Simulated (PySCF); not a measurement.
SMILES CB1O[B]OB(O1)C, doublet at its B3LYP/def2-SVP optimised geometry (Å):

```
14

C     -1.0355    -2.5389    -0.0180
B     -0.2166    -1.2067     0.0000
O      1.1746    -1.2067     0.0000
B      1.8619    -0.0308    -0.0077
O      1.2189     1.1694    -0.0115
B     -0.1718     1.2212    -0.0027
C     -0.9329     2.5867     0.0340
O     -0.8500     0.0197     0.0000
H     -0.4088    -3.4266     0.1472
H     -1.8430    -2.5162     0.7324
H     -1.5343    -2.6483    -0.9981
H     -1.8619     2.5523    -0.5564
H     -0.3088     3.4266    -0.3039
H     -1.2341     2.7984     1.0769
```

Method: unrestricted B3LYP/def2-TZVP (PySCF 2.14.0).

Map of the log10 of the electron density (e/bohr³), floored at −4 on the plane z = 0.8 Å:

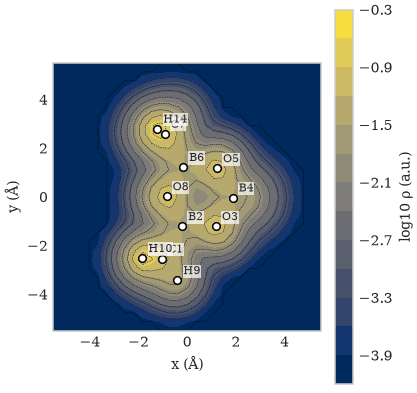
Figure: Log10 of the electron density (e/bohr³), floored at −4 on the plane z = 0.8 Å.
